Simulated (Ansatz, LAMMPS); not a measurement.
## Atom list for Poly(vinylidene fluoride) with Li+ BF4- (capped chains of 10 units), relaxed from a frame at 300 K (142 atoms)

The starting structure: 2 poly(vinylidene fluoride) chains of 10 units with methyl end groups, 1 Li+, 1 BF4- placed at random, at 1.69 g/cm³; overlaps pushed apart, then 20 ps at 800 K with stiff harmonic cages for PF6 and BF4 with UFF radii; Joung-Cheatham ions (J. Phys. Chem. B 112, 9020 (2008)); MMFF94 bonds, angles, torsions, charges and radii (Halgren, J. Comput. Chem. 17, 490 (1996)) in harmonic and 12-6 forms; charges of ions scaled by 0.8. Snapshot after 30 ps at 300 K and fixed volume.

This is the relaxed geometry. Method: Kohn-Sham DFT, LDA, PAW (set soft_2), plane waves (Ansatz 0.2.0); cutoff 420 eV, Γ point, gaussian smearing of 0.05 eV; density 1.69 g/cm³.

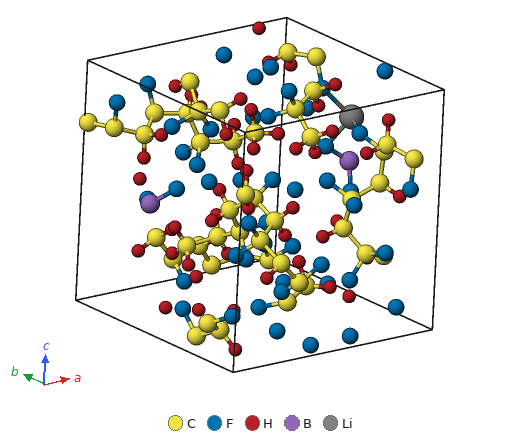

The structure (carbon yellow, fluorine blue, hydrogen red, boron purple, lithium grey). Bonds to atoms that aren't drawn are left out. Some periodic images of atoms are drawn too.

Cell vectors (Å):

```
11.217 0.000 0.000
0.000 11.217 0.000
0.000 0.000 11.217
```

Positions (Å):

```
1 C 6.485 7.248 7.866
2 C 6.318 8.552 7.125
3 C 4.925 9.101 7.141
4 F 4.078 8.213 6.511
5 F 4.892 10.222 6.349
6 C 4.376 9.416 8.505
7 C 3.020 10.065 8.564
8 F 3.076 0.081 7.966
9 F 2.766 10.328 9.883
10 C 1.869 9.283 7.992
11 C 0.498 9.738 8.423
12 F 0.298 9.385 9.737
13 F 10.815 9.005 7.723
14 C 0.205 11.214 8.279
15 C 9.961 0.323 8.109
16 F 9.579 11.217 6.847
17 F 9.200 10.756 8.941
18 C 9.550 1.744 8.410
19 C 10.277 2.824 7.666
20 F 9.821 4.025 8.218
21 F 0.376 2.790 8.000
22 C 10.180 2.897 6.166
23 C 8.801 3.107 5.587
24 F 8.158 4.094 6.276
25 F 8.043 1.989 5.780
26 C 8.744 3.519 4.136
27 C 9.376 2.626 3.084
28 F 8.528 2.632 2.006
29 F 9.414 1.328 3.505
30 C 10.743 3.068 2.621
31 C 0.215 2.201 1.589
32 F 10.544 1.782 0.636
33 F 0.646 1.047 2.192
34 C 1.418 2.797 0.890
35 C 1.187 4.139 0.245
36 F 11.173 4.143 10.847
37 F 1.094 5.059 1.255
38 C 2.234 4.560 10.466
39 C 2.201 6.001 10.014
40 F 3.060 6.134 8.972
41 F 0.946 6.265 9.440
42 C 2.490 7.063 11.013
43 H 7.517 6.884 7.747
44 H 6.288 7.348 8.947
45 H 5.814 6.464 7.479
46 H 6.985 9.334 7.530
47 H 6.585 8.433 6.060
48 H 5.081 10.082 9.033
49 H 4.332 8.474 9.077
50 H 1.915 9.300 6.892
51 H 1.963 8.221 8.276
52 H 0.750 0.410 7.416
53 H 0.610 0.507 9.167
54 H 9.710 1.929 9.487
55 H 8.472 1.820 8.193
56 H 10.832 3.730 5.851
57 H 10.590 1.962 5.749
58 H 9.190 4.526 4.079
59 H 7.671 3.613 3.894
60 H 0.201 3.149 3.489
61 H 10.642 4.093 2.233
62 H 2.241 2.904 1.618
63 H 1.744 2.060 0.135
64 H 2.140 3.925 9.567
65 H 3.234 4.367 10.891
66 H 2.481 8.047 10.521
67 H 3.485 6.888 0.233
68 H 1.741 7.066 0.596
69 C 2.819 7.121 3.279
70 C 4.253 6.759 3.568
71 C 4.395 5.395 4.173
72 F 5.720 5.172 4.439
73 F 4.066 4.459 3.224
74 C 3.563 5.163 5.410
75 C 3.944 3.969 6.240
76 F 5.160 4.225 6.812
77 F 3.064 3.874 7.278
78 C 4.072 2.622 5.576
79 C 2.811 1.994 5.061
80 F 1.930 1.782 6.085
81 F 2.157 2.860 4.221
82 C 2.974 0.668 4.364
83 C 4.027 0.630 3.292
84 F 5.259 0.659 3.900
85 F 3.975 1.758 2.533
86 C 3.929 10.635 2.409
87 C 4.894 10.566 1.250
88 F 4.626 9.380 0.611
89 F 4.604 0.329 0.358
90 C 6.351 10.600 1.613
91 C 7.302 10.809 0.468
92 F 7.303 0.917 0.125
93 F 6.872 10.153 10.561
94 C 8.726 10.445 0.771
95 C 9.057 8.990 0.945
96 F 10.347 8.946 1.360
97 F 8.325 8.461 1.987
98 C 8.863 8.136 10.933
99 C 9.337 6.721 11.068
100 F 9.331 6.180 9.769
101 F 10.630 6.726 0.225
102 C 8.619 5.775 0.775
103 C 7.228 5.316 0.407
104 F 6.626 4.914 1.559
105 F 6.495 6.388 11.186
106 C 7.206 4.193 10.619
107 C 5.853 3.719 10.156
108 F 5.171 4.771 9.615
109 F 5.106 3.327 0.023
110 C 5.895 2.603 9.168
111 H 2.320 6.320 2.711
112 H 2.756 8.032 2.664
113 H 2.235 7.294 4.197
114 H 4.870 6.743 2.651
115 H 4.713 7.473 4.273
116 H 2.506 5.077 5.113
117 H 3.642 6.043 6.071
118 H 4.515 1.930 6.312
119 H 4.786 2.719 4.744
120 H 3.240 11.129 5.122
121 H 1.994 0.413 3.930
122 H 4.062 9.736 3.035
123 H 2.914 10.595 1.978
124 H 6.541 0.194 2.332
125 H 6.596 9.657 2.124
126 H 9.351 10.832 11.168
127 H 9.029 10.967 1.696
128 H 7.799 8.144 10.656
129 H 9.436 8.598 10.111
130 H 9.257 4.882 0.873
131 H 8.556 6.269 1.759
132 H 7.783 4.504 9.732
133 H 7.734 3.339 11.078
134 H 6.430 2.925 8.261
135 H 6.377 1.724 9.617
136 H 4.862 2.347 8.885
137 B 11.188 6.333 5.990
138 F 10.820 5.683 4.829
139 F 0.720 7.448 5.734
140 F 0.703 5.433 6.819
141 F 10.049 6.635 6.781
142 Li 10.715 5.742 8.308
```

Q: Give the Löwdin charge of every atom.

Charges in e, in the order of the atoms, ten a line:

```
-0.486 -0.311 +0.611 -0.268 -0.266 -0.349 +0.611 -0.262 -0.255 -0.353
+0.616 -0.263 -0.231 -0.363 +0.621 -0.242 -0.258 -0.346 +0.613 -0.277
-0.234 -0.360 +0.622 -0.248 -0.256 -0.362 +0.613 -0.258 -0.252 -0.355
+0.621 -0.257 -0.261 -0.352 +0.602 -0.259 -0.247 -0.353 +0.618 -0.233
-0.292 -0.504 +0.211 +0.178 +0.202 +0.215 +0.215 +0.232 +0.224 +0.241
+0.219 +0.230 +0.228 +0.227 +0.228 +0.229 +0.231 +0.236 +0.245 +0.231
+0.218 +0.244 +0.231 +0.236 +0.238 +0.205 +0.220 +0.227 -0.492 -0.312
+0.615 -0.263 -0.267 -0.355 +0.623 -0.251 -0.252 -0.357 +0.618 -0.253
-0.256 -0.355 +0.606 -0.256 -0.241 -0.348 +0.623 -0.266 -0.242 -0.369
+0.616 -0.252 -0.257 -0.350 +0.621 -0.243 -0.265 -0.355 +0.615 -0.285
-0.224 -0.352 +0.622 -0.244 -0.258 -0.355 +0.623 -0.257 -0.261 -0.514
+0.193 +0.183 +0.205 +0.202 +0.194 +0.228 +0.225 +0.232 +0.235 +0.233
+0.231 +0.221 +0.235 +0.244 +0.234 +0.230 +0.236 +0.230 +0.233 +0.209
+0.242 +0.220 +0.227 +0.210 +0.212 +0.215 +0.820 -0.350 -0.335 -0.388
-0.381 +0.771
```

Forces are small here, 0.0061 eV/Å r.m.s. The Löwdin charges lack the electrons that the projection spills, 0.034 e an atom on average.

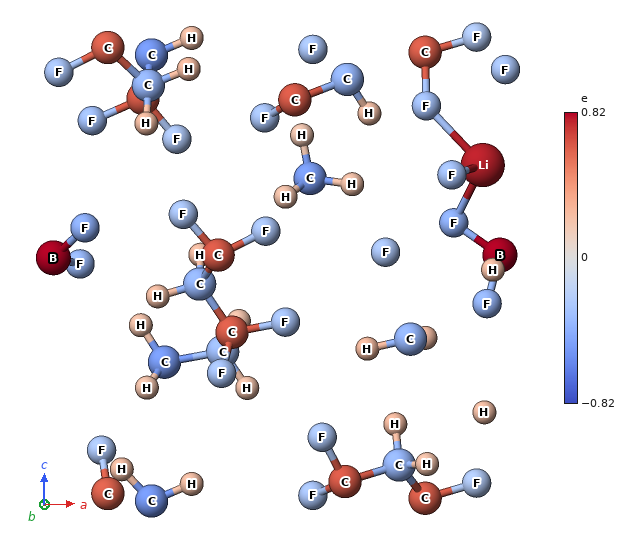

Atoms coloured by Löwdin charge. Drawn is a slice 4 Å thick, seen along the normal of the ac plane. Bonds to atoms that aren't drawn are left out.

[Logs are printed without paths, hosts, clocks, repeated set-up lines and the standing remarks that a program may print on its own settings, such as how far it seeks lower states.]

[Hosts, paths, dates, database ids (printed as entryN), source tags and the programs' standing remarks are cut or masked in the printed files.]

[The MMFF94 radii named for the starting cell were scaled by 0.96; in molecules described by MMFF94, hydrogen bound to N, O or S took a small fixed 12-6 site in their place.]
